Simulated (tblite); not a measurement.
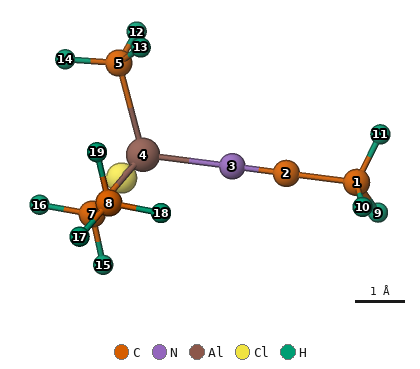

**Figure 1.** The input geometry (ball-and-stick view, seen at a tilt; atoms are numbered from 1 in the order of the input). Sticks mark near contacts.

C$_{5}$H$_{11}$AlClN: geometry relaxation

C$_{5}$H$_{11}$AlClN, computed with GFN2-xTB geometry optimisation, gas phase (tblite 0.8.0).

It belongs to a series of runs on one base structure; here: H on Al replaced by C2H5.

**Log**
```
step      E/eV     max force
  0    -676.35568    3.469
  1    -676.47547    5.180
  2    -676.76059    1.129
  3    -676.81562    0.855
  4    -676.83421    0.438
  5    -676.85656    0.415
  6    -676.87329    0.379
  7    -676.88934    0.332
  8    -676.90247    0.336
  9    -676.91206    0.247
 10    -676.91794    0.240
 11    -676.92254    0.189
 12    -676.92746    0.207
 13    -676.93217    0.250
 14    -676.93622    0.206
 15    -676.93975    0.150
 16    -676.94353    0.151
 17    -676.94784    0.178
 18    -676.95189    0.197
 19    -676.95506    0.145
 20    -676.95776    0.122
 21    -676.96072    0.151
 22    -676.96381    0.160
 23    -676.96613    0.115
 24    -676.96738    0.070
 25    -676.96811    0.059
 26    -676.96875    0.062
 27    -676.96940    0.058
 28    -676.96995    0.059
 29    -676.97046    0.052
 30    -676.97111    0.087
 31    -676.97215    0.122
 32    -676.97367    0.136
 33    -676.97532    0.109
 34    -676.97663    0.094
 35    -676.97751    0.085
 36    -676.97832    0.083
 37    -676.97922    0.076
 38    -676.97991    0.058
 39    -676.98028    0.038
 40    -676.98050    0.031
 41    -676.98069    0.030
 42    -676.98087    0.029
 43    -676.98100    0.024
 44    -676.98109    0.023
 45    -676.98116    0.021
 46    -676.98127    0.027
 47    -676.98145    0.035
 48    -676.98171    0.043
 49    -676.98199    0.044
 50    -676.98225    0.043
 51    -676.98250    0.046
 52    -676.98281    0.041
 53    -676.98319    0.055
 54    -676.98353    0.052
 55    -676.98374    0.033
 56    -676.98388    0.028
 57    -676.98405    0.040
 58    -676.98433    0.068
 59    -676.98479    0.089
 60    -676.98539    0.084
 61    -676.98601    0.048
 62    -676.98650    0.049
 63    -676.98689    0.046
 64    -676.98723    0.056
 65    -676.98749    0.058
 66    -676.98779    0.050
 67    -676.98810    0.044
 68    -676.98841    0.059
 69    -676.98892    0.066
 70    -676.98956    0.053
 71    -676.99010    0.040
 72    -676.99035    0.048
 73    -676.99060    0.044
 74    -676.99086    0.045
 75    -676.99131    0.041
 76    -676.99174    0.044
 77    -676.99220    0.051
 78    -676.99264    0.047
 79    -676.99316    0.050
 80    -676.99364    0.047
 81    -676.99387    0.061
 82    -676.99412    0.027
 83    -676.99422    0.026
 84    -676.99443    0.025
 85    -676.99464    0.033
 86    -676.99504    0.043
 87    -676.99548    0.043
 88    -676.99596    0.054
 89    -676.99636    0.040
 90    -676.99668    0.053
 91    -676.99688    0.035
 92    -676.99719    0.025
 93    -676.99735    0.031
 94    -676.99758    0.039
 95    -676.99789    0.051
 96    -676.99838    0.055
 97    -676.99890    0.063
 98    -676.99946    0.070
 99    -677.00004    0.062
100    -677.00066    0.042
101    -677.00119    0.042
102    -677.00140    0.057
103    -677.00169    0.049
104    -677.00190    0.040
105    -677.00263    0.062
106    -677.00299    0.203
107    -677.00350    0.084
108    -677.00386    0.047
109    -677.00411    0.030
110    -677.00430    0.030
111    -677.00457    0.037
112    -677.00469    0.028
113    -677.00479    0.030
114    -677.00491    0.036
115    -677.00514    0.053
116    -677.00547    0.065
117    -677.00585    0.057
118    -677.00625    0.047
119    -677.00668    0.066
120    -677.00712    0.080
121    -677.00749    0.074
122    -677.00767    0.037
123    -677.00781    0.018
124    -677.00787    0.018
125    -677.00793    0.019
126    -677.00798    0.018
127    -677.00804    0.021
128    -677.00807    0.016
129    -677.00810    0.012
130    -677.00812    0.010
```

**Trajectory as extended XYZ (Å, eV, eV/Å), 5 of the 131 frames kept, from step=0 to step=130**
```
19
Properties=species:S:1:pos:R:3:forces:R:3 step=0 energy=-676.35568
C     3.5128   -1.0752    0.0691   -1.1520   0.3190  -0.1900
C     2.2041   -0.4676   -0.2580    3.0810  -1.4300   0.7070
N     1.1936   -0.0014   -0.4962   -0.8030   0.3690  -0.1830
Al   -0.4723    0.7712   -0.9089   -1.7940   1.3260  -1.7790
C    -0.7884    2.3241    0.2985    0.6710  -0.1800   0.0870
Cl   -0.4929    1.4260   -3.0103    0.3660  -0.5220   1.2300
C    -1.9131   -0.5898   -0.6207    0.5620   0.0200  -0.0220
C    -1.8793   -1.1448    0.8040   -0.4900  -0.4240   0.2780
H     4.0349   -1.3404   -0.8692   -0.3020   0.1440   0.4790
H     3.3439   -1.9888    0.6814    0.0930   0.6050  -0.4270
H     4.1134   -0.3490    0.6429   -0.2730  -0.3080  -0.2630
H    -0.1634    3.1743   -0.0406   -0.4300  -0.1270   0.5110
H    -0.5257    2.0551    1.3429   -0.2550   0.5880  -0.3860
H    -1.8536    2.6121    0.2429    0.5760  -0.0600   0.1270
H    -1.7735   -1.4098   -1.3433   -0.5060  -0.0590   0.1460
H    -2.8978   -0.1091   -0.7966    0.4450  -0.3490  -0.1060
H    -2.6957   -1.8946    0.9232    0.5120   0.3870   0.1830
H    -0.9135   -1.6516    1.0001   -0.5330   0.3270   0.0680
H    -2.0432   -0.3313    1.5438    0.2320  -0.6270  -0.4600
19
Properties=species:S:1:pos:R:3:forces:R:3 step=32 energy=-676.97367
C     3.3993   -1.0285    0.0330   -0.0370   0.0150  -0.0030
C     2.1359   -0.4385   -0.2632   -0.0430   0.0170   0.0100
N     1.1144    0.0360   -0.4734    0.0260  -0.0140   0.0190
Al   -0.6538    0.8815   -1.0109   -0.0120  -0.0070   0.1350
C    -0.7176    2.3869    0.3110    0.0020   0.0210  -0.0090
Cl   -0.1498    1.2767   -2.9623   -0.0130   0.0180  -0.0350
C    -1.8844   -0.6751   -0.6506   -0.0300  -0.0690   0.0530
C    -1.8774   -1.1861    0.7993    0.0010  -0.0050  -0.0150
H     3.9125   -1.2873   -0.8945   -0.0270   0.0100   0.0510
H     3.2395   -1.9281    0.6298    0.0500   0.0240  -0.0300
H     4.0013   -0.3154    0.5986    0.0050  -0.0500  -0.0250
H    -0.0838    3.2428    0.0572    0.0040  -0.0160   0.0130
H    -0.4467    2.0878    1.3288    0.0020  -0.0030  -0.0590
H    -1.7363    2.7854    0.3855    0.0240  -0.0080  -0.0120
H    -1.7320   -1.5412   -1.3108   -0.0040   0.0270  -0.0350
H    -2.9126   -0.3420   -0.8690    0.0260  -0.0070  -0.0390
H    -2.6857   -1.9034    0.9711    0.0700   0.0570   0.0110
H    -0.9326   -1.6831    1.0264   -0.0520   0.0540   0.0140
H    -2.0000   -0.3592    1.4989    0.0100  -0.0630  -0.0460
19
Properties=species:S:1:pos:R:3:forces:R:3 step=65 energy=-676.98749
C     3.3774   -1.0353   -0.0117    0.0100   0.0000   0.0130
C     2.0908   -0.4482   -0.1821   -0.0050  -0.0080  -0.0280
N     1.0528    0.0196   -0.3061   -0.0270   0.0100   0.0030
Al   -0.6858    0.8821   -0.9458    0.0050  -0.0290  -0.0290
C    -0.7018    2.4308    0.3166    0.0070   0.0010   0.0150
Cl   -0.1183    1.3056   -2.8804   -0.0040  -0.0250   0.0060
C    -1.8814   -0.7199   -0.6639    0.0130   0.0050   0.0180
C    -1.9065   -1.1873    0.7986    0.0080  -0.0060  -0.0250
H     3.8145   -1.2484   -0.9862   -0.0100   0.0030  -0.0300
H     3.2854   -1.9613    0.5542   -0.0130  -0.0310   0.0070
H     4.0235   -0.3465    0.5305    0.0200   0.0320   0.0120
H     0.0344    3.1932    0.0433    0.0170   0.0210  -0.0010
H    -0.4962    2.1601    1.3549   -0.0080  -0.0200   0.0230
H    -1.6676    2.9443    0.3289   -0.0270   0.0120  -0.0060
H    -1.6014   -1.5788   -1.2927    0.0100   0.0140  -0.0060
H    -2.9147   -0.4908   -0.9651    0.0060   0.0080   0.0070
H    -2.5985   -2.0175    0.9517   -0.0220   0.0080  -0.0210
H    -0.9148   -1.5188    1.1022    0.0210   0.0020   0.0540
H    -2.2014   -0.3736    1.4578    0.0000   0.0040  -0.0130
19
Properties=species:S:1:pos:R:3:forces:R:3 step=98 energy=-676.99946
C     3.3913   -1.0555   -0.1414   -0.0110  -0.0030  -0.0020
C     2.1094   -0.4335   -0.1410    0.0110   0.0080   0.0100
N     1.0749    0.0588   -0.1279   -0.0100   0.0110   0.0040
Al   -0.6483    0.8905   -0.8636    0.0030   0.0080   0.0030
C    -0.7231    2.4838    0.3392   -0.0110   0.0000   0.0270
Cl   -0.0156    1.1934   -2.8021    0.0090   0.0190  -0.0090
C    -1.7960   -0.7512   -0.6228    0.0190   0.0190   0.0220
C    -2.0127   -1.1641    0.8390   -0.0120  -0.0190  -0.0010
H     3.7111   -1.2057   -1.1728    0.0060  -0.0170   0.0130
H     3.3252   -2.0169    0.3678    0.0160  -0.0140  -0.0230
H     4.1155   -0.4243    0.3738   -0.0290   0.0160  -0.0090
H     0.1548    3.1315    0.2332   -0.0080  -0.0140   0.0010
H    -0.7882    2.2163    1.3974    0.0080  -0.0110  -0.0150
H    -1.5875    3.1254    0.1411   -0.0050   0.0020  -0.0210
H    -1.3374   -1.5993   -1.1576   -0.0090  -0.0110   0.0170
H    -2.7830   -0.6383   -1.0945    0.0120  -0.0010   0.0000
H    -2.5321   -2.1201    0.9133   -0.0250  -0.0500  -0.0050
H    -1.0584   -1.2589    1.3573   -0.0210   0.0230   0.0130
H    -2.6096   -0.4228    1.3665    0.0560   0.0350  -0.0220
19
Properties=species:S:1:pos:R:3:forces:R:3 step=130 energy=-677.00812
C     3.4141   -1.0768   -0.2307   -0.0020  -0.0010   0.0000
C     2.1562   -0.4144   -0.1413    0.0000  -0.0030   0.0050
N     1.1452    0.1193   -0.0583   -0.0030   0.0020  -0.0010
Al   -0.5975    0.8759   -0.8244   -0.0010   0.0000  -0.0050
C    -0.7992    2.4665    0.3638    0.0000  -0.0010  -0.0020
Cl    0.0615    1.2137   -2.7497    0.0060   0.0010   0.0050
C    -1.6918   -0.8043   -0.5915    0.0020   0.0030   0.0000
C    -2.0776   -1.1042    0.8623    0.0040   0.0030   0.0020
H     3.6809   -1.1913   -1.2814   -0.0010  -0.0020  -0.0010
H     3.3451   -2.0593    0.2360    0.0020  -0.0010  -0.0050
H     4.1786   -0.4871    0.2748    0.0000   0.0010   0.0010
H     0.1140    3.0715    0.3999   -0.0080   0.0010   0.0020
H    -1.0383    2.2017    1.3963    0.0020   0.0020  -0.0030
H    -1.5900    3.1473    0.0325   -0.0010   0.0000   0.0040
H    -1.1744   -1.6858   -1.0021   -0.0020  -0.0080   0.0030
H    -2.6185   -0.7393   -1.1812   -0.0060   0.0070  -0.0030
H    -2.6851   -2.0080    0.9405    0.0070  -0.0020   0.0030
H    -1.1872   -1.2384    1.4754   -0.0020   0.0010   0.0040
H    -2.6458   -0.2776    1.2839    0.0000  -0.0020  -0.0080
```

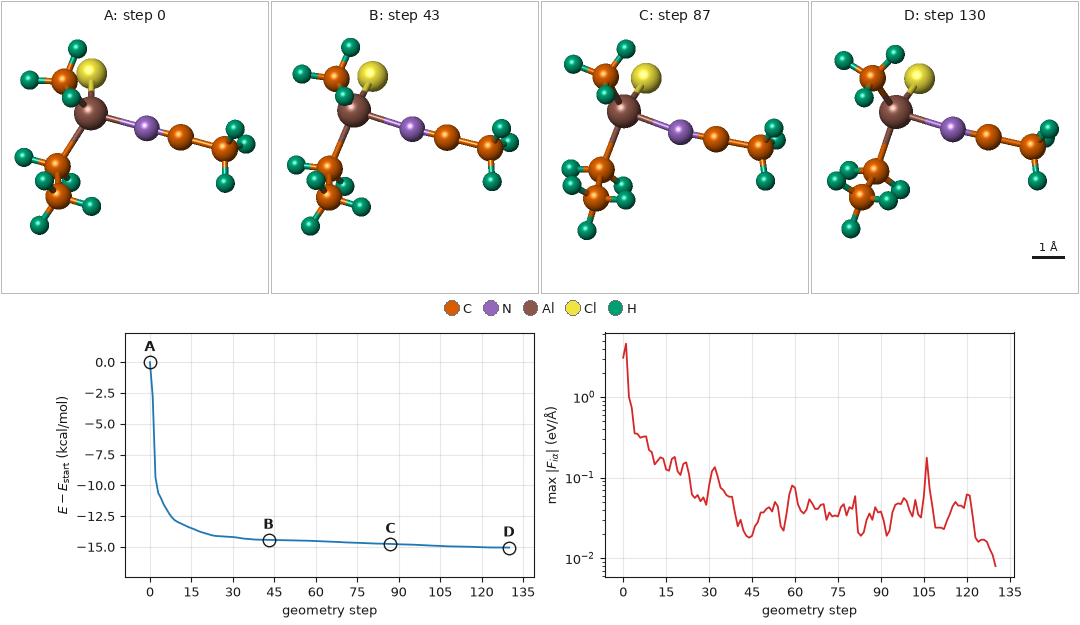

**Figure 2.** Frames of the relaxation (ball-and-stick view, seen at a tilt) above the curves, on which the letters mark them (steps are counted from 0).

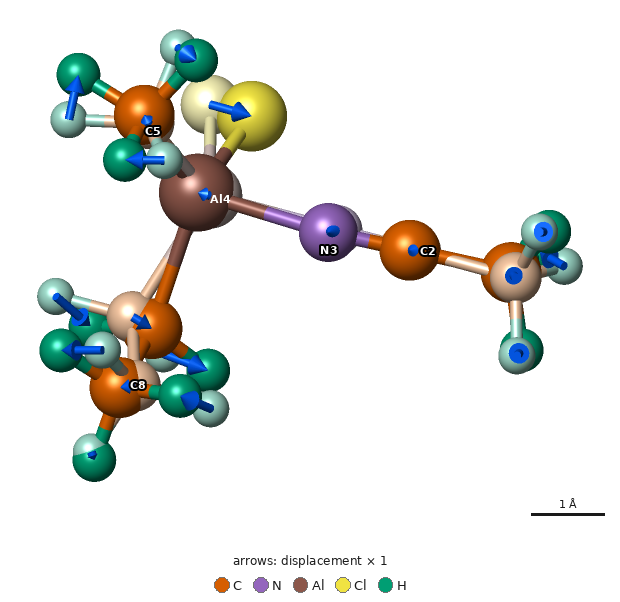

**Figure 3.** Start (faint) and end (solid) with the displacements as blue arrows, at true length (ball-and-stick view, seen at a tilt). The two geometries are laid on each other by the best rigid fit. The energy falls by 15.0 kcal/mol in 130 geometry steps. Largest force component: 3.1 eV/Å at the start, 0.008 eV/Å at the end. The atom that moves furthest after the best rigid fit is H16 (0.80 Å). Largest moves by element: H 0.80 Å, Cl 0.65 Å, N 0.46 Å, C 0.31 Å, Al 0.18 Å. Among the contacts that change: N3–Al4 1.882 → 2.049 Å, Al4–Cl6 2.201 → 2.063 Å, C1–C2 1.479 → 1.424 Å, C1–H10 1.113 → 1.090 Å. Among the angles that change: C2–N3–Al4 179.4° → 153.5°, C5–Al4–C7 109.2° → 122.7°, N3–Al4–C7 109.0° → 96.4°. (Atoms are counted from 1 in the order of the input.)

This output came from the following input.

**Input file**
```
{"job": {"kind": "relax", "xc": "GFN2-xTB", "basis": "xTB"}, "charge": 0, "multiplicity": 1}
C      3.512800    -1.075200     0.069100
C      2.204100    -0.467600    -0.258000
N      1.193600    -0.001400    -0.496200
Al    -0.472300     0.771200    -0.908900
C     -0.788400     2.324100     0.298500
Cl    -0.492900     1.426000    -3.010300
C     -1.913100    -0.589800    -0.620700
C     -1.879300    -1.144800     0.804000
H      4.034900    -1.340400    -0.869200
H      3.343900    -1.988800     0.681400
H      4.113400    -0.349000     0.642900
H     -0.163400     3.174300    -0.040600
H     -0.525700     2.055100     1.342900
H     -1.853600     2.612100     0.242900
H     -1.773500    -1.409800    -1.343300
H     -2.897800    -0.109100    -0.796600
H     -2.695700    -1.894600     0.923200
H     -0.913500    -1.651600     1.000100
H     -2.043200    -0.331300     1.543800
```

The first line tells a small driver script what to run in tblite; the rest is the geometry in Å.

Launched with:
```bash
OMP_NUM_THREADS=1 python <driver script> task.json out
```

**Key numbers**

| quantity | value |
| --- | --- |
| outcome | converged |
| total energy | −677.0081 eV |
| hardware | 1 CPU thread, shared host |
| wall time | 2 s |
| peak memory | 0.18 GiB |
